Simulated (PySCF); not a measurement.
**I₄Ti, SMILES `I[Ti](I)(I)I`: what the electrons do**

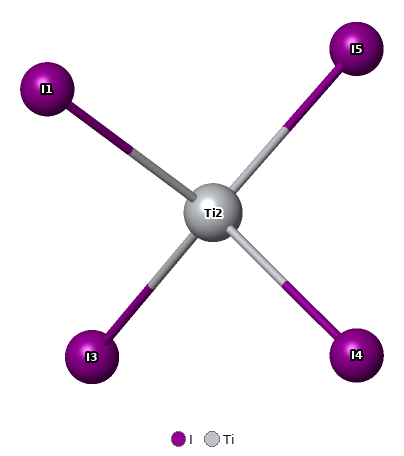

The molecule, with its atoms numbered as below. No frequency check shows the geometry to be a minimum.

Geometry (Å), atoms numbered from 1:

```
I1      -1.5257    1.5235    1.5278
Ti2     -0.0001    0.0000   -0.0001
I3      -1.5257   -1.5235   -1.5278
I4       1.5258   -1.5278    1.5235
I5       1.5257    1.5279   -1.5235
```

## 1. Bonding charge

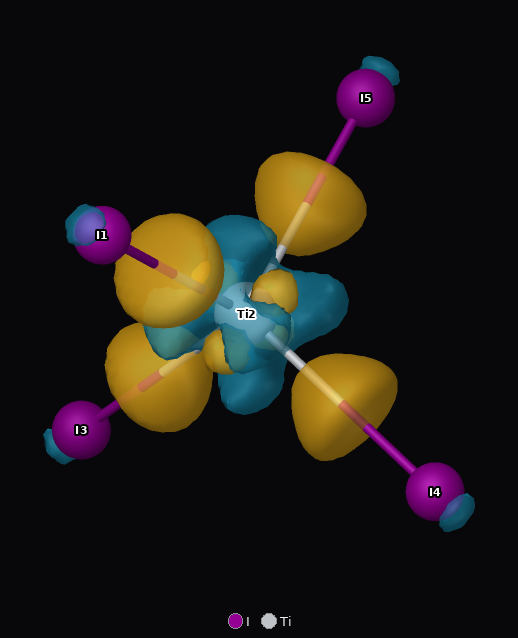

Deformation density (molecule less spherical, spin-averaged free atoms at the same positions), surfaces at ±0.06 e/Å³; yellow: gain, teal: loss.

Level of theory: PBE0/def2-TZVP (PySCF), at a geometry from GFN2-xTB. Core potentials replace the inner electrons of I; spin–orbit coupling isn't included. This is a single-reference result, which may miss multireference character in this system.

Q: Describe the bonding that the map shows.

A: Ti2–I3, I1–Ti2, Ti2–I5 and Ti2–I4: +0.11 e/Å³ at the bond critical point (bond length 2.64 Å, Mayer order 1.3). In all, 1.0 electrons gather in the regions of gain relative to the promolecule. A small or negative value marks a very polar bond, one between electron-rich atoms, whose free-atom densities already overlap strongly, a long bond to a heavier atom, or a closed-shell contact such as a hydrogen bond.

Q: Where do the Hirshfeld charges lie?

A: The highest Hirshfeld charge is on Ti2 (+0.25 e), the lowest on I1, I3, I4 and I5 (−0.06 e).

## 2. Local ionisation energy

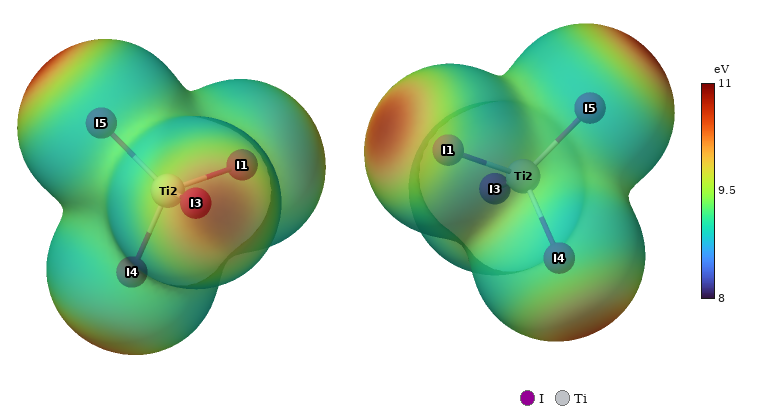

Average local ionisation energy on the surface of electron density 0.001 a.u. (back view left, front view right).

Q: Where are the most loosely bound electrons on this surface?

A: The lowest value is 9.0 eV, 2.4 Å from I4, and at like points elsewhere. For comparison, the highest occupied orbital lies at −7.8 eV.

## 3. In an electric field

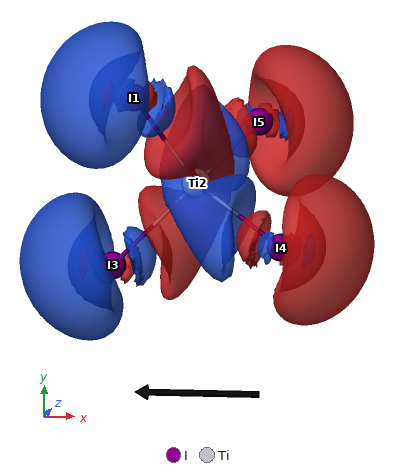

Change of the electron density in a uniform field of 0.21 V/Å along −x (arrow), surfaces at ±0.0015 e/Å³ (red: gain, blue: loss).

Computed with PySCF, PBE0/def2-TZVP, geometry: GFN2-xTB. Core potentials replace the inner electrons of I; spin–orbit coupling isn't included. This is a single-reference result, which may miss multireference character in this system. A basis without diffuse functions makes polarisabilities too small.

The field was applied in both directions; the picture shows the one opposite to the script's first.

Q: How large is the response?

A: The induced dipole is 1.94 D (along the field); α along this axis, from the fields in both directions, is 191 bohr³ (28.2 Å³).
